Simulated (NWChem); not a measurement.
# CClF3 (SMILES FC(F)(F)Cl): levels of theory compared

Aim: a comparison of 4 runs (HF/STO-3G, HF/3-21G, B3LYP/6-31G*) of CClF3. 

The results are computed with NWChem 7.3.0.

## 1. The structure to begin with

CClF3: 5 atoms, total charge 0, spin state singlet. As SMILES, `FC(F)(F)Cl`. The shape is that of a PBE0-D4/def2-TZVP optimisation.

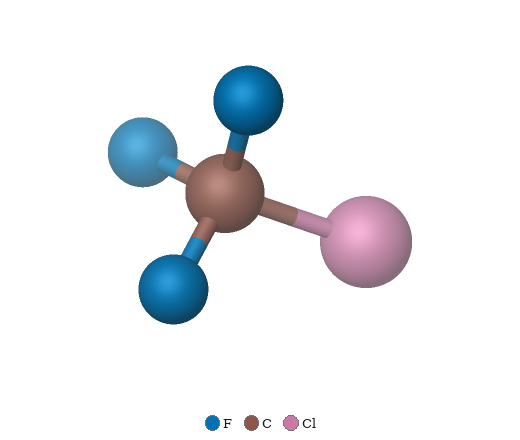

The structure, seen from a chosen angle (fluorine blue, carbon brown, chlorine pink).

## 2. Energy and forces at HF/STO-3G (run 1)

The input, mol.nw:

```
start mol
memory total 2200 mb

geometry noautosym nocenter noautoz
   F      0.213700     0.019100     1.326100
   C     -0.002200    -0.082500     0.026100
   F     -1.249600    -0.474600    -0.167100
   F      0.811700    -0.999000    -0.468500
   Cl     0.276300     1.463300    -0.758000
end

basis spherical bse
   * library STO-3G
end

scf
   thresh 1e-08
   maxiter 80
end

task scf gradient
```

Started as:

```
nwchem mol.nw > mol.out
```

Output:

```text
[...]
  functions       =    29
[...]
  wavefunction    = RHF
[...]
         Total SCF energy =   -786.097763552187
      One-electron energy =  -1594.322945235117
      Two-electron energy =    556.996538308545
 Nuclear repulsion energy =    251.228643374385
        Time for solution =      0.6s
[...]
                         RHF ENERGY GRADIENTS
    atom               coordinates                        gradient
                 x          y          z           x          y          z
   1 F       0.403834   0.036094   2.505966   -0.010284  -0.007620  -0.057035
   2 C      -0.004157  -0.155902   0.049322    0.002635   0.014445  -0.007280
   3 F      -2.361402  -0.896864  -0.315773    0.055602   0.014614   0.010241
   4 F       1.533891  -1.887836  -0.885337   -0.037196   0.038216   0.023812
   5 Cl      0.522131   2.765236  -1.432412   -0.010757  -0.059654   0.030261
[...]
```

Run time: 1.4 s. Hardware: 1 thread of Intel Xeon 6975P-C (Granite Rapids), shared host; peak memory 0.099 GiB.

## 3. Energy and forces at HF/3-21G (run 2)

The input, run.py:

```python
from ase import Atoms
from ase.calculators.nwchem import NWChem

molecule = Atoms(['F', 'C', 'F', 'F', 'Cl'], positions=[
    [0.213700, 0.019100, 1.326100],
    [-0.002200, -0.082500, 0.026100],
    [-1.249600, -0.474600, -0.167100],
    [0.811700, -0.999000, -0.468500],
    [0.276300, 1.463300, -0.758000],
])

calc = NWChem(
    label='run',
    theory='scf',
    memory='2200 mb',
    basis='3-21G',
    basispar='spherical bse',
    scf={'nopen': '0', 'rhf': None, 'thresh': '1e-08', 'maxiter': '80'},
)
molecule.calc = calc

forces = molecule.get_forces()
e = molecule.get_potential_energy()
print(f"E = {e:.6f} eV")
print("forces (eV/A):")
for s, f in zip(molecule.symbols, forces):
    print(f"{s:2s} {f[0]:10.5f} {f[1]:10.5f} {f[2]:10.5f}")
print("dipole (e A):", molecule.get_dipole_moment().round(4))
```

Started as:

```
export ASE_NWCHEM_COMMAND="nwchem PREFIX.nwi > PREFIX.nwo"
python run.py
```

Output:

```text
E = -21541.696061 eV
forces (eV/A):
F     0.13956    0.12886    0.72793
C    -0.17180   -0.94539    0.47766
F    -0.71744   -0.16049   -0.14825
F     0.48913   -0.46707   -0.32473
Cl    0.26061    1.44409   -0.73261
dipole (e A): [ 0.0102  0.0561 -0.0284]
```

The calculator wrote run.nwi:

```
title "run"

permanent_dir run

scratch_dir run

start run

geometry units angstrom nocenter noautosym noautoz
  F  2.1370000000000000e-01 1.9099999999999999e-02 1.3261000000000001e+00
  C  -2.2000000000000001e-03 -8.2500000000000004e-02 2.6100000000000002e-02
  F  -1.2496000000000000e+00 -4.7460000000000002e-01 -1.6710000000000000e-01
  F  8.1169999999999998e-01 -9.9900000000000000e-01 -4.6850000000000003e-01
  Cl 2.7629999999999999e-01 1.4633000000000000e+00 -7.5800000000000001e-01
end

memory 2200 mb

basis spherical bse noprint
   * library 3-21G
end

scf
  nopen 0
  rhf
  thresh 1e-08
  maxiter 80
end

task scf gradient
```

run.nwo (excerpt; [...] marks lines left out):

```text
[...]
      One-electron energy =  -1597.725214124057
[... 1 line left out ...]
 Nuclear repulsion energy =    251.228643374384
[... 43 lines left out ...]
                       ROHF Final Molecular Orbital Analysis
[... 204 lines left out ...]
     1   1 0 0      0.019192      0.000000      5.038198
[...]
  wavefunction    =   RHF
                         RHF ENERGY GRADIENTS
    atom               coordinates                        gradient
                 x          y          z           x          y          z
   1 F       0.403834   0.036094   2.505966   -0.002714  -0.002506  -0.014156
   2 C      -0.004157  -0.155902   0.049322    0.003341   0.018385  -0.009289
   3 F      -2.361402  -0.896864  -0.315773    0.013952   0.003121   0.002883
   4 F       1.533891  -1.887836  -0.885337   -0.009512   0.009083   0.006315
   5 Cl      0.522131   2.765236  -1.432412   -0.005068  -0.028083   0.014247
[...]
```

Run time: 1.9 s. Hardware: 1 thread of Intel Xeon 6975P-C (Granite Rapids), shared host; peak memory 0.099 GiB.

Run 3 isn't shown in full; the table further down has it.

## 4. Energy and gradient at B3LYP/6-31G(d) (Cartesian functions) (run 4)

The input, cclf3.nw:

```
start cclf3
title "CClF3"
memory total 2200 mb

geometry units bohr noautosym nocenter noautoz
F    0.40383447   0.03609377   2.50596581
C   -0.00415740  -0.15590241   0.04932185
F   -2.36140177  -0.89686402  -0.31577324
F    1.53389070  -1.88783640  -0.88533669
Cl   0.52213133   2.76523624  -1.43241240
end

basis
* library 6-31G*
end

dft
xc b3lyp
grid xfine
convergence energy 1e-08
iterations 100
mulliken
print medium
end

task dft gradient
```

Started as:

```
nwchem cclf3.nw > cclf3.out
```

Output:

```text
[...]
          Wavefunction type:  closed shell.
          No. of atoms     :     5
          No. of electrons :    50
[...]
          Charge           :     0
          Spin multiplicity:     1
[...]
          AO basis - number of functions:    79
[...]
              XC Information
              --------------
                         B3LYP Method XC Potential
                     Hartree-Fock (Exact) Exchange  0.200
                        Slater Exchange Functional  0.800 local
                    Becke 1988 Exchange Functional  0.720 non-local
              Lee-Yang-Parr Correlation Functional  0.810
                  VWN I RPA Correlation Functional  0.190 local
[...]
 d= 0,ls=0.0,diis     1   -797.5941913192 -1.05D+03  2.56D-02  2.16D+00     1.5
[...]
 d= 0,ls=0.0,diis     8   -797.8161105746 -8.59D-09  4.43D-06  1.34D-07    10.3
         Total DFT energy =     -797.816110574585
      One electron energy =    -1603.877819988297
           Coulomb energy =      619.945446446480
    Exchange-Corr. energy =      -65.112362187216
 Nuclear repulsion energy =      251.228625154447
[...]
      Total Density - Mulliken Population Analysis
     ---------------------------------------------
    Atom       Charge   Shell Charges
 -----------   ------   -------------------------------------------------------
    1 F    9     9.21   1.99  0.95  3.32  0.95  1.94  0.06
    2 C    6     5.36   1.99  0.71  1.81  0.24  0.46  0.15
    3 F    9     9.21   1.99  0.95  3.32  0.95  1.94  0.06
    4 F    9     9.21   1.99  0.95  3.32  0.95  1.94  0.06
    5 Cl  17    17.00   2.00  1.99  5.97  1.47  3.63  0.52  1.43 -0.01
[...]
  wavefunction    = closed shell
                         DFT ENERGY GRADIENTS
    atom               coordinates                        gradient
                 x          y          z           x          y          z
   1 F       0.403834   0.036094   2.505966   -0.002088  -0.001575  -0.011494
   2 C      -0.004157  -0.155902   0.049322    0.000491   0.002587  -0.001285
   3 F      -2.361402  -0.896864  -0.315773    0.011197   0.002910   0.002084
   4 F       1.533891  -1.887836  -0.885337   -0.007506   0.007660   0.004819
   5 Cl      0.522131   2.765236  -1.432412   -0.002095  -0.011582   0.005877
[...]
```

Wall time 14 s (1 thread of Intel Xeon 6975P-C (Granite Rapids), shared host); peak memory 0.13 GiB.

## 5. Overview of the runs

| run | level | iteration cap | module | energy (Eh) | dipole moment (D) | HOMO energy (eV) | LUMO energy (eV) | wall time |
| --- | --- | --- | --- | --- | --- | --- | --- | --- |
| 1 | HF/STO-3G | 80 | scf | -786.097764 | 1.06 | -11.75 | 9.07 | 1.4 s |
| 2 | HF/3-21G | 80 | scf | -791.642735 | 0.31 | -14.03 | 4.60 | 1.9 s |
| 3 | B3LYP/6-31G* (spherical functions) | 100 | dft | -797.809362 | 0.04 | -9.49 | 0.12 | 13 s |
| 4 | B3LYP/6-31G* (Cartesian functions) | 100 | dft | -797.816111 | 0.05 | -9.50 | 0.12 | 14 s |

## 6. Summary of results

| quantity | value |
| --- | --- |
| run 4: total energy | -797.81611 Eh |
| run 4: dipole moment | 0.05 D |
| run 4: HOMO energy | -9.50 eV |
| run 4: LUMO energy | 0.12 eV |
| run 4: HOMO–LUMO gap | 9.61 eV |
| run 4: largest force on an atom | 0.676 eV/Å |

What this shows: The dipole moment (its size) runs from 0.04 D (B3LYP/6-31G*) to 1.06 D (HF/STO-3G). The two ends differ in method and basis. The two dipoles point in opposite directions. The HOMO–LUMO gap runs from 9.61 eV (B3LYP/6-31G*) to 20.82 eV (HF/STO-3G). In run 1 the basis is minimal, so the values are rough. All runs together took 30 s, the longest 14 s.
